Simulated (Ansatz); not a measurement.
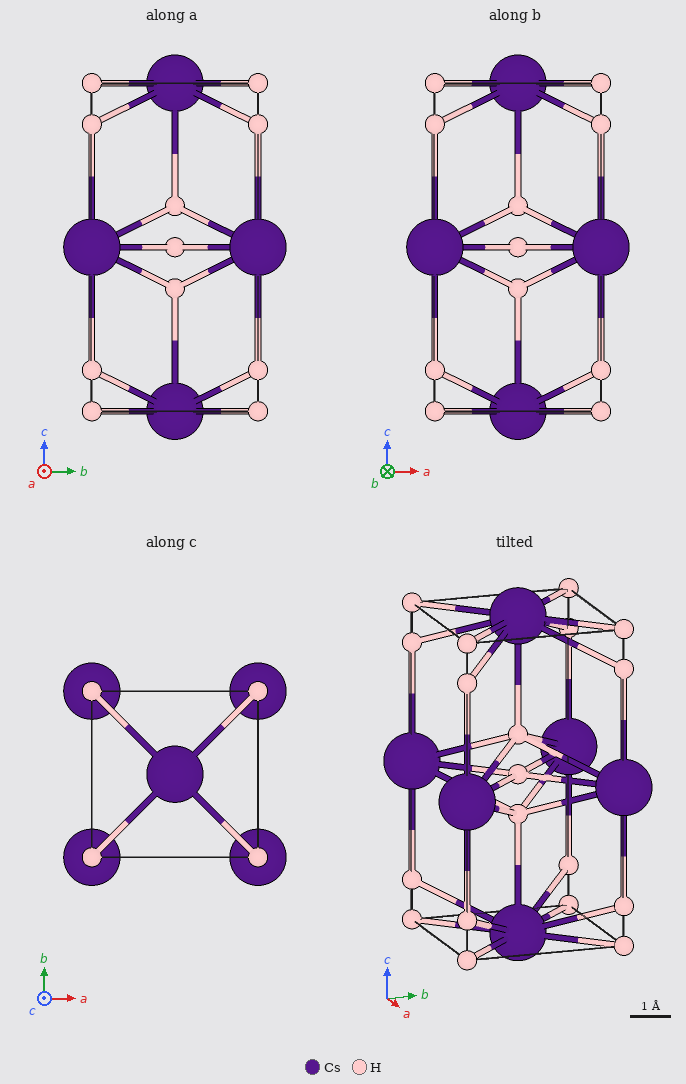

A ball-and-stick rendering, viewed along the a axis, along the b axis, along the c axis and slightly off an axis. One conventional unit cell is outlined, and atoms on its boundary appear in each equivalent place.

Lattice parameters: a = 4.2115 Å, b = 4.2115 Å, c = 8.3179 Å, α = 90.000°, β = 90.000°, γ = 90.000°.

**Write down what is shown as a CIF with its space group and independent sites.**

```cif
data_structure
_symmetry_space_group_name_H-M 'I 4/m m m'
_symmetry_Int_Tables_number 139
_cell_length_a 4.2115
_cell_length_b 4.2115
_cell_length_c 8.3179
_cell_angle_alpha 90.000
_cell_angle_beta 90.000
_cell_angle_gamma 90.000
_cell_volume 147.53
loop_
_atom_site_label
_atom_site_type_symbol
_atom_site_symmetry_multiplicity
_atom_site_Wyckoff_symbol
_atom_site_fract_x
_atom_site_fract_y
_atom_site_fract_z
_atom_site_occupancy
Cs1 Cs 2 b 0.5000 0.5000 0.0000 1
H1 H 4 e 0.5000 0.5000 0.3746 1
H2 H 2 a 0.0000 0.0000 0.0000 1
```

Origin of the cell: a random cell made by a generator, so it need not be a real form of the compound. Earlier steps of the study, as a rule a relaxation of our own, may have changed the cell and positions, so they can lie some per cent off the listed ones. It was run through Ansatz as a DFT input.
